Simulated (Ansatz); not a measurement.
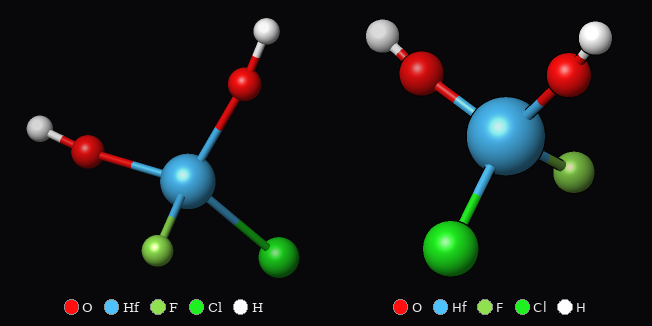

Two views of one molecule.

The species is neutral and a spin singlet. The computed structure is the end point of a PBE0-D4/def2-TZVP optimisation.

What does the picture show?

Formula ClFH2HfO2. As SMILES it reads `[OH][Hf]([OH])([F])[Cl]`. The point group is Cs. Coordination, clear cases only: 1 Hf tetrahedral.

The parts below concern this one geometry. Atoms keep their numbers from picture to picture.

**Geometry**

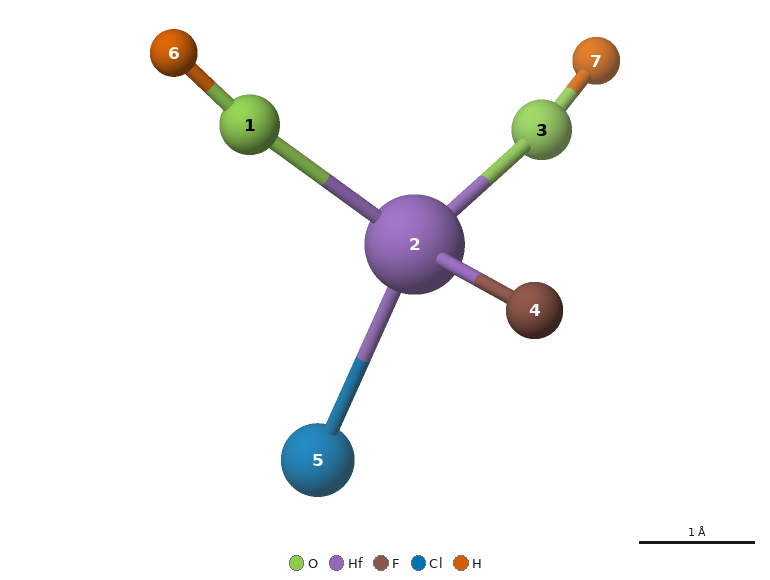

Estimate the angles O1–Hf2–O3, O1–Hf2–F4, O1–Hf2–Cl5, F4–Hf2–Cl5, Hf2–O1–H6.

```json
{"angle": "O1–Hf2–O3", "degrees": "111.5"}
{"angle": "O1–Hf2–F4", "degrees": "108.5"}
{"angle": "O1–Hf2–Cl5", "degrees": "109.5"}
{"angle": "F4–Hf2–Cl5", "degrees": "109.3"}
{"angle": "Hf2–O1–H6", "degrees": "171.6"}
```

**Vibrations**

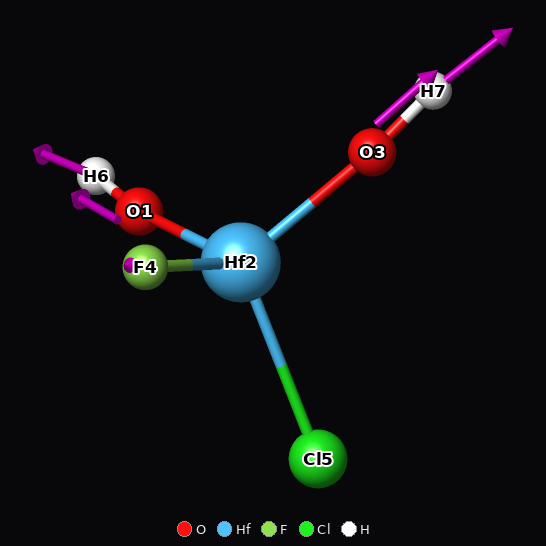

The arrows show one normal mode. Harmonic vibrations computed with RKS PBE0-D4/def2-TZVP, core potentials on Hf (Ansatz 0.2.0) at a stationary point of the same level.

Describe the motion.

Answer. Mostly in-phase stretching of 2 Hf–O bonds.

At what wavenumber does it lie?

Answer. 730 cm⁻¹; it is mode 13 of 15 counted from the lowest.

**Dipole moment**

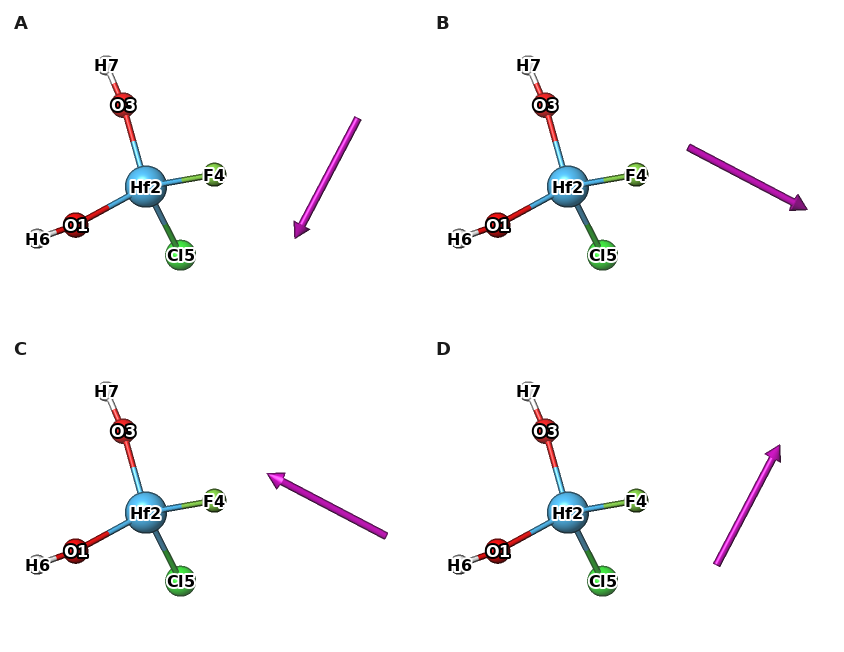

The same molecule four times, each with an arrow. Method: RKS ωB97M-V/def2-TZVPP, core potentials on Hf (Ansatz 0.2.0).

Which arrow points along the dipole moment, from the negative to the positive end?

Answer. C. The dipole moment is 3.66 D; it points from the side of Cl5 to the side of H6, H7 (the outermost atoms at the two ends).

**Charges**

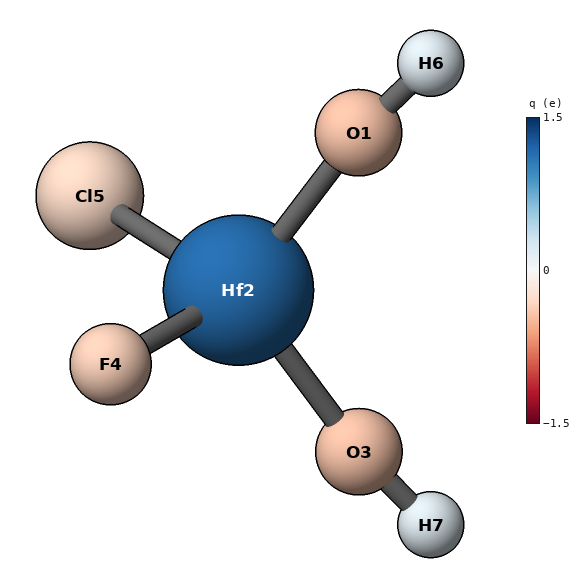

Atoms are coloured by their Mulliken charges. Properties computed with RKS ωB97M-V/def2-TZVPP, core potentials on Hf (Ansatz 0.2.0).

Give the Mulliken charges atom by atom.

| atom | value (e) |
| --- | --- |
| O1 | −0.42 |
| Hf2 | 1.13 |
| O3 | −0.42 |
| F4 | −0.35 |
| Cl5 | −0.28 |
| H6 | 0.17 |
| H7 | 0.17 |

Mulliken values depend strongly on the basis set and can even reverse the polarity of a bond.
